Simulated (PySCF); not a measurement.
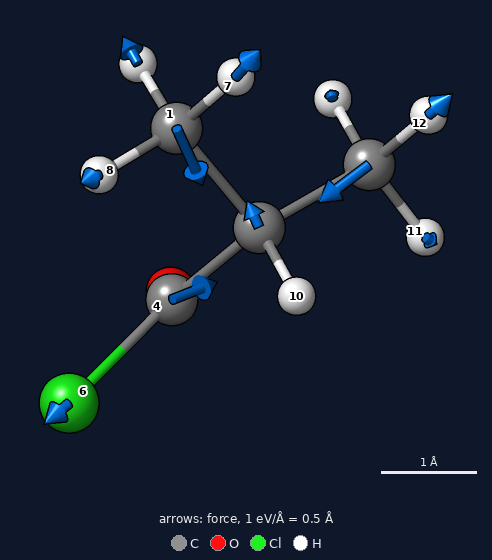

Starting geometry of C4H7ClO with the computed forces as blue arrows. A ball-and-stick model, seen from a free direction.

The start comes from GFN2-xTB. Its atoms were then displaced at random by about 0.01 Å.

Method: PySCF 2.14.0, density-fitted response routines, PBE0-D3(BJ)/def2-SVP geometry optimisation, gas phase. 

Q: What follows when this structure is relaxed?

A: It isn't relaxed: the largest force vector, on a C atom, is 1.77 eV/Å. The final displacements follow the starting forces only in part (cosine between the two patterns 0.36). The atom that moves furthest after the best rigid fit is the O atom (0.11 Å). By element the largest moves are O 0.11 Å, Cl 0.07 Å, H 0.07 Å, C 0.04 Å. Near-neighbour distances that change, for instance: C–Cl 1.748 → 1.800 Å, C–H 1.068 → 1.099 Å, C–C 1.559 → 1.530 Å, C–C 1.542 → 1.521 Å. Bond angles that change, for instance: C–C–H 107.3° → 110.7°, H–C–H 111.4° → 108.5°, C–C–C 107.5° → 110.2°. After 9 geometry steps the energy has fallen by 0.107 eV.
